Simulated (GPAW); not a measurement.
Band structure of AlN (P6_3mc, 4 atoms in the cell).

```xyz
4
Lattice="3.0932 0.0000 0.0000 -1.5466 2.6788 0.0000 0.0000 0.0000 4.9603" Properties=species:S:1:pos:R:3 pbc="T T T"
Al     1.5466     0.8929     2.4766
Al     0.0000     1.7859     4.9567
N      1.5466     0.8929     4.3686
N      0.0000     1.7859     1.8884
```

Method of the run: PBE, GPAW PAW datasets PBE (gpaw-data 1.0.1) (plane waves; GPAW 25.7.0).

Settings: mode = pw; ecut = 900 eV; xc = PBE; kpts = 6 6 4; mesh shift (steps) = 0 0 0; occupations.name = fermi-dirac; occupations.width = 0.02 eV; nbands = -8; convergence.density = 1e-05 e/electron; convergence.energy = 1e-05 eV/electron; convergence.bands = -6; symmetry.symmorphic = false; symmetry.tolerance = 0.0005; maxiter = 100.

The starting cell comes from a database of computed structures (which also holds hypothetical and non-ambient phases and stackings), without a prior relaxation at this level. Its lattice was rescaled by a random factor within 2.5 % of one.

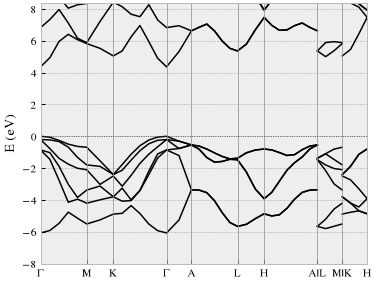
Figure: Bands along the path, energies from the top of the valence band on the SCF mesh.

### Question
Read off roughly the gap and where its edges lie.

### Answer
The gap along the path is about 4.4 eV (computed: 4.37 eV), direct at Γ to within 0.01 eV.

Levels in eV from the top of the valence band on the SCF mesh, bands 5 to 12:
```csv
point,5,6,7,8,9,10,11,12
Γ,-0.86,-0.21,-0.21,0.00,4.37,6.83,10.75,11.29
M,-3.38,-2.10,-1.80,-0.69,5.83,5.88,8.34,10.40
K,-3.80,-2.49,-2.40,-2.40,5.05,8.43,9.78,9.78
A,-0.54,-0.54,-0.54,-0.54,6.63,6.63,10.46,10.46
L,-1.47,-1.47,-1.38,-1.38,5.36,5.36,9.36,9.36
H,-3.92,-3.92,-0.80,-0.80,7.47,7.47,7.92,7.92
```
